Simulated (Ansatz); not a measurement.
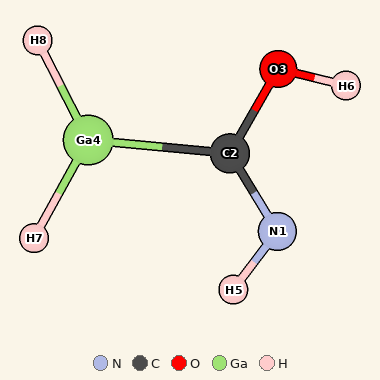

The system is CH4GaNO, SMILES N=[C](O)[GaH2]; the picture shows the reference structure. 
- Coordinates scanned: (1) angle Ga4–C2–O3; (2) dihedral Ga4–C2–O3–H6.
- Nothing is relaxed (all other coordinates rigid).
- Grid: 9 × 9 points.
- Points are written as (first, second).
- All energies are given in kJ/mol relative to the lowest grid point.
- Method: Ansatz, RKS r2SCAN-D4/def2-TZVP.

Its coordinates:

```xyz
8

N     0.1901    1.4803   -0.5951
C     0.2185    0.4731    0.1835
O     0.7769    0.6173    1.4114
Ga   -0.4865   -1.3530   -0.2002
H    -0.2507    1.2481   -1.4826
H     1.0763    1.5444    1.4688
H    -1.1136   -1.5002   -1.6239
H    -0.4110   -2.5101    0.8383
```

Range: angle Ga4–C2–O3 from 79.6 to 149.6°; dihedral Ga4–C2–O3–H6 from −180 to 140°.

What landscape does the calculation give?

Answer. The lowest grid point is at (114.6°, −180°). A higher local minimum lies near (123.4°, −20°) (31 kJ/mol above the lowest at that grid point). The highest grid point, (79.6°, 20°), lies 216 kJ/mol above the lowest. On the interpolated surface the easiest way out of the lowest well to the well at about (120°, 0°) passes a barrier of about 57 kJ/mol. Round the minimum the two coordinates are nearly uncoupled.

```
dihedral Ga4–C2–O3–H6 ↓, angle Ga4–C2–O3 →  79.6  88.4  97.1  105.9  114.6  123.4  132.1  140.9  149.6
                                       140   114    74    46     29     23     27     42     73    122
                                       100   159   117    86     65     55     57     70    100    149
                                        60   184   128    89     64     51     51     64     92    141
                                        20   216   129    77     47     32     31     43     70    117
                                       −20   216   128    77     46     32     31     43     70    117
                                       −60   183   127    89     64     51     51     64     92    141
                                      −100   159   117    85     65     55     56     70    100    149
                                      −140   114    74    46     29     23     27     42     72    122
                                      −180    87    47    21      5      0      5     22     52    102
```

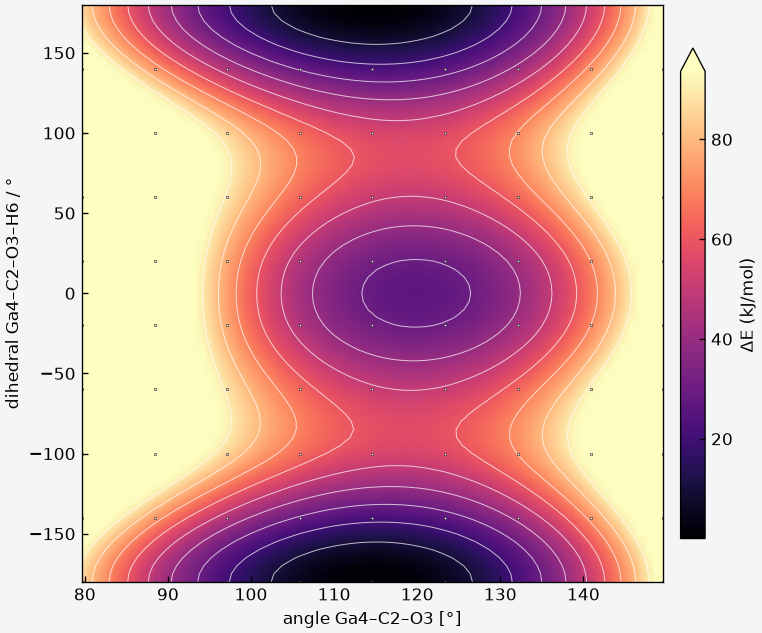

Drawn: a smooth colour map with a few white contour lines, dots at the grid points, one colour for all values above the top of the scale. Between grid points the surface is interpolated.

Each point was launched as `ansatz run input.yaml --threads 1 --pin off --max-ram 2560MiB --backend cpu --events-out ev --progress --plain --runs-dir out`. The whole map (81 points run) took 10 min on 1 thread of Intel(R) Xeon(R) Platinum 8375C CPU @ 2.90GHz (Ice Lake), with other jobs on the host.
